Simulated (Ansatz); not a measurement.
# Ga2PN: what the fields show

The calculation's input:

```
crystal:
  lattice:
    - [1.5416190015, 0.8900541455, 5.0349065754]
    - [-1.5416190015, 0.8900541455, 5.0349065754]
    - [0.0, -1.7801082911, 5.0349065754]
  atoms:
    - { symbol: "N", position: [1.0, 0.0, 0.0] }
    - { symbol: P, position: [0.5, 0.5, 0.5] }
    - { symbol: Ga, position: [0.25, 0.25, 0.25] }
    - { symbol: Ga, position: [0.75, 0.75, 0.75] }
kpoints:
  mp_grid: { grid: [8, 8, 8] }
hamiltonian:
  xc: pbe
scf:
  occupations: { method: fermi_dirac, width: 0.02 }
relax:
  f_tol: 0.005
  cell: {}
output:
  write_density: true
  write_potential: true
  elf: true
  volumetric_format: npy
```

Command:

```sh
ansatz run input.yaml --threads 2 --pin off --max-ram 2211MiB --backend cpu --events-out ev --progress --plain --runs-dir out
```

Below, planes, directions and counts refer to the conventional cell (a = 3.28 Å, b = 3.28 Å, c = 17.20 Å, α = 90.00°, β = 90.00°, γ = 120.00°).

The fields are those of the relaxed geometry.

Space group R-3m; started from the ordered alloy on rocksalt lattice prototype, which need not be the ambient phase.

Method: Ansatz 0.2.0, DFT, PBE, plane waves, PAW.

In a PAW calculation such maps are meaningful between the atoms, not at the nuclei.

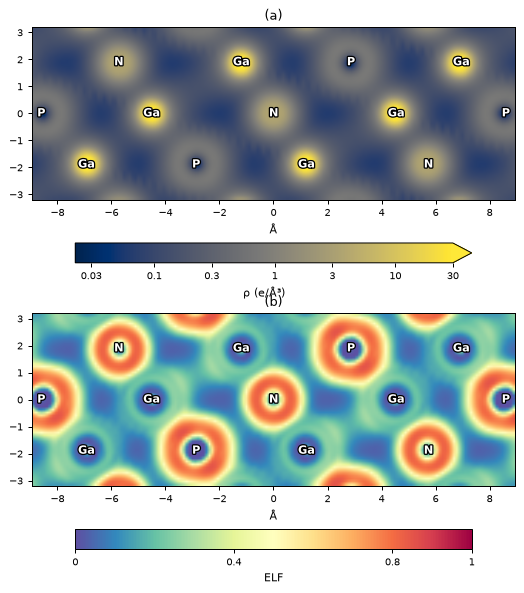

Figure 1. (a) valence pseudo-density; (b) electron localisation function on the (110) plane of the conventional cell.

Question: What does the map show?

Answer:
- Atoms in the plane: N, P and Ga.
- Ga–N (2.24 Å): ρ at the midpoint is about 0.41 e/Å³; the ELF peaks at about 0.85 in the valence shell of N, 0.7 Å from its nucleus, and is about 0.35 at the midpoint.
- Ga–P (2.52 Å): ρ at the midpoint is about 0.39 e/Å³; the ELF peaks at about 0.85 in the valence shell of P, 0.9 Å from its nucleus, and is about 0.60 at the midpoint.
- Between the atoms the lowest density in this plane is 0.06 e/Å³.

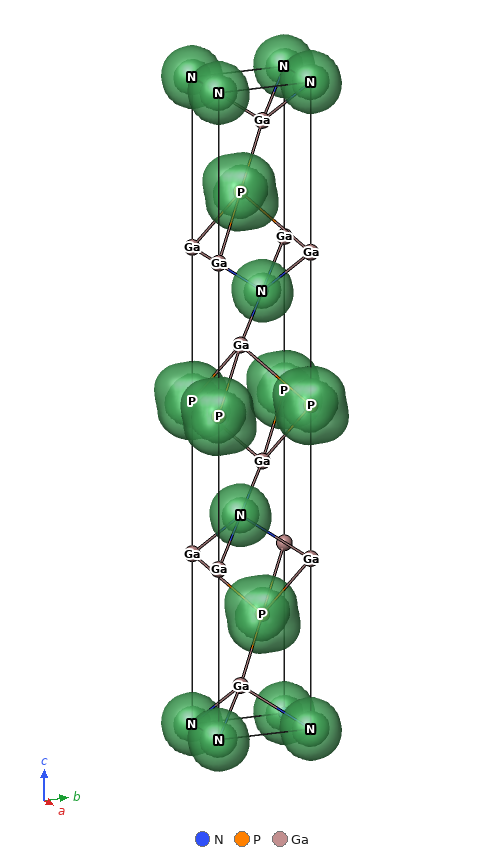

Figure 2. Isosurface of the electron localisation function at 0.75 (green), seen slightly off an axis. Only the valence region is drawn (cores and ρ < 0.01 e/Å³ removed). Sticks mark near contacts.

Question: Where are the electrons localised?

Answer: At this value the surface marks out three regions wrapped around N (the valence shell of each) and three regions wrapped around P (the valence shell of each), counted in one cell of 12 atoms. Regions shared between cells count once.
